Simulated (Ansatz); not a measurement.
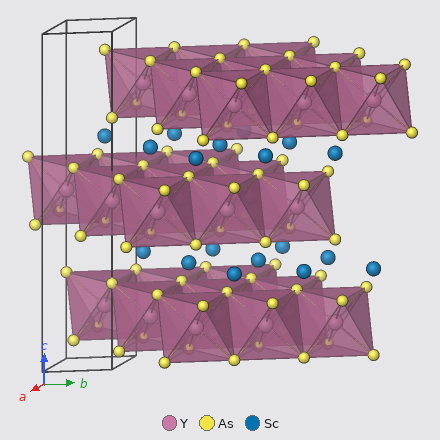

Polyhedra are drawn about Y (bonds: As–Y below 3.2 Å); other atoms are plain spheres.

YScAs2 (space group R-3m, No. 166): the input geometry of an electronic-structure calculation (not necessarily at equilibrium); the starting structure was generated, so it need not be a known form of this composition.

**What figure surrounds each Y atom, and what does it share with the other drawn polyhedra?**

Y: YAs6 octahedron, sharing edges with six neighbours.

**How do these polyhedra hang together as a whole?**

They form layers of edge-sharing octahedra parallel to (001). Their corner atoms also have Sc as close neighbours (those links are not drawn).
